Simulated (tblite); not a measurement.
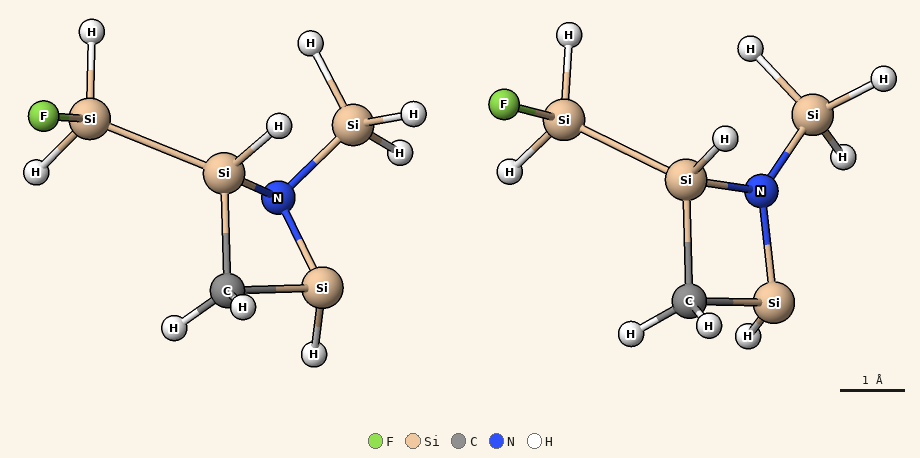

Two geometries of CH$_{9}$FNSi$_{4}$ (multiplicity 2), drawn at one scale. One is the start of a relaxation, the other its converged end. The picture is a ball-and-stick view, seen at a tilt.

Method: tblite, GFN2-xTB geometry optimisation, gas phase. 

> Which of the two is the end point?

The right one is the relaxed one. Over 89 geometry steps the energy falls by 95.6 kJ/mol. The atom that moves furthest after the best rigid fit is an H atom (0.71 Å). By element the largest moves are H 0.71 Å, N 0.65 Å, Si 0.40 Å, F 0.40 Å, C 0.21 Å. Among the contacts that change: Si–Si 2.794 → 3.182 Å, Si–Si 2.818 → 3.162 Å, N–Si 1.701 → 1.774 Å, N–Si 1.684 → 1.725 Å. Bond angles that change, for instance: Si–N–Si 111.3° → 130.8°, Si–N–Si 112.3° → 130.0°, Si–Si–N 118.5° → 110.7°. The run took 1.5 s on 1 thread of Arm Neoverse N1 (shared host).
